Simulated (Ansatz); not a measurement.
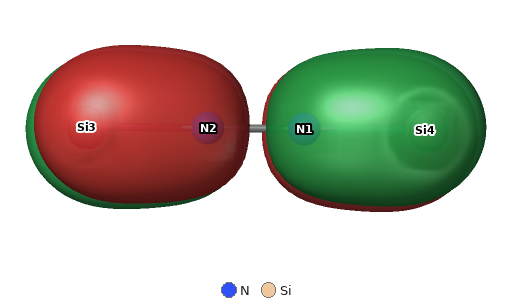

*N₂Si₂ (SMILES [Si-]#[N+][N+]#[Si-]). The HOMO at ±0.1 Å⁻³ᐟ² (green and red are the two phases), seen from one side.*

Geometry: B3LYP-D4/def2-TZVP.

Level of theory: Ansatz, isolated molecule in a Gaussian basis; Kohn-Sham density functional theory, functional PBE0.

> Where does this orbital lie, and at what energy?

Its weight (Hirshfeld) is mainly on Si4 (about 25 %), Si3 (about 25 %), N2 (about 25 %) and N1 (about 25 %); it is gerade (even under inversion). It is one of a degenerate set, so its orientation is arbitrary. Its energy is −6.40 eV.
